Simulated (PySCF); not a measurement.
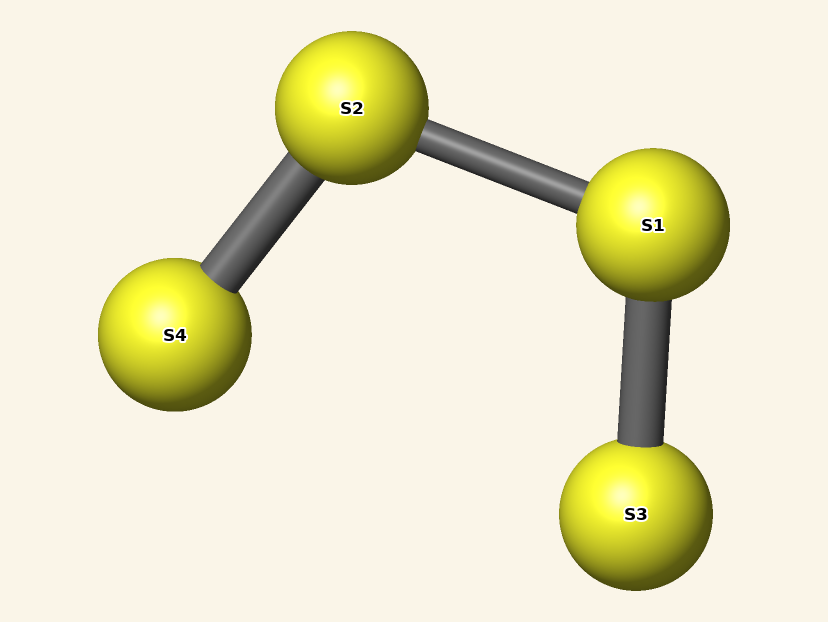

The thickness of each stick grows with its Mayer bond order. Computed geometry: PBE0/def2-TZVP optimisation. Computed with PBE0/def2-TZVP (PySCF 2.14.0).

List the Mayer bond orders of S1–S2, S1–S3 (one bond of each equivalent set).

```json
{"bond": "S1–S2", "Mayer order": "1.13", "length (Å)": "2.074"}
{"bond": "S1–S3", "Mayer order": "1.64", "length (Å)": "1.897"}
```
